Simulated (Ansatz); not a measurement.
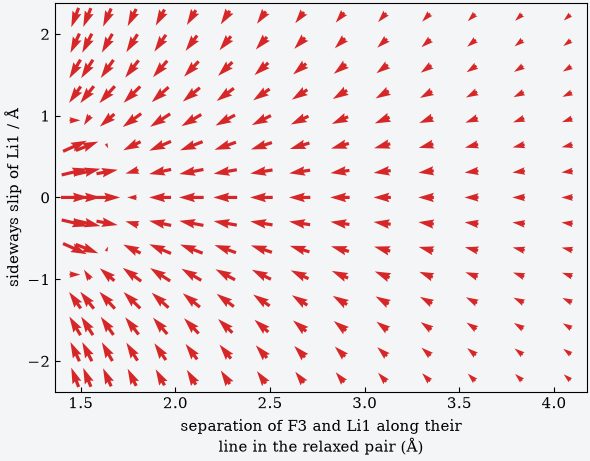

CH3FLi, charge +1. 
- First axis: separation of F3 and Li1 along their line in the relaxed pair. Second axis: sideways slip of Li1.
- Nothing is relaxed (both partners rigid).
- Grid: 15 × 15 points.
- Points are written as (first, second).
- The calculation used Ansatz, RKS PBE0-D4/def2-TZVPD.

The picture shows arrows along the force (downhill), their lengths compressed.

The arrows alone are given. Where is the energy lowest?

Answer. The arrows converge at about (1.748 Å, 0.000 Å) (read from the interpolated surface).

The energy map of the same scan:

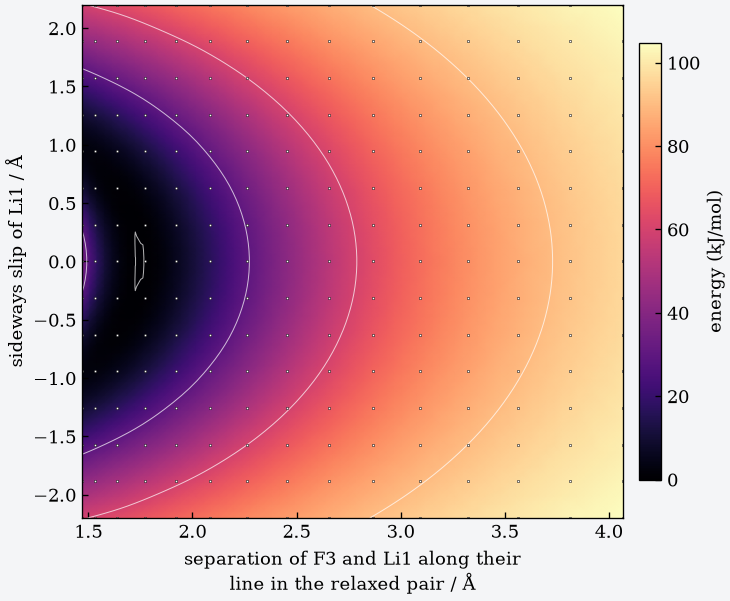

Energies are in kJ/mol, from the lowest grid point; between grid points the surface is interpolated.
